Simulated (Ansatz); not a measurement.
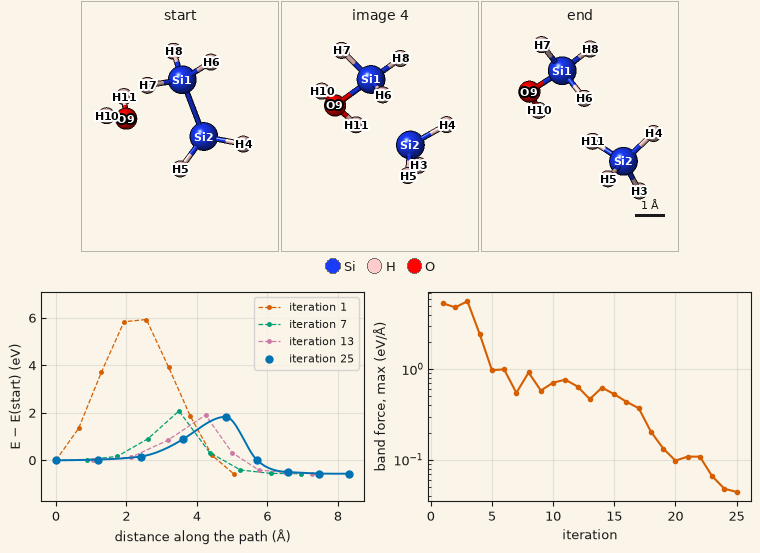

A search for the minimum-energy path of Si$_{2}$H$_{8}$O, made up at the start of Si2H6 and H2O by the nudged elastic band. Images are numbered from 0 (start) to 8 (end). The plot follows the band through its iterations. The picture is a ball-and-stick view, seen at a tilt.

Method: RKS PBE0-D4/6-31G* in Ansatz 0.2.0. Settings: 7 movable images; climbing image; force threshold 0.05 eV/Å; iteration limit 60; starting path by straight interpolation.

Question: Did the band converge, and can the barrier be trusted?

Answer: The run is converged, with reservations. The band converged in 25 iterations. The largest component of the band force went from 5.3 to 0.044 eV/Å. The climbing image converged on the top of the path. Its curvatures weren't checked. The straight starting path can push atoms close together and costs iterations. The first iteration put the highest image at 5.93 eV. The energy climbs by 1.83 eV to image 4 and then falls by 2.40 eV, so the end point sits at −0.56 eV.

Limits of the set-up: the start holds two separate molecules, 2.7 Å apart at their closest, whose relative position is a soft coordinate.
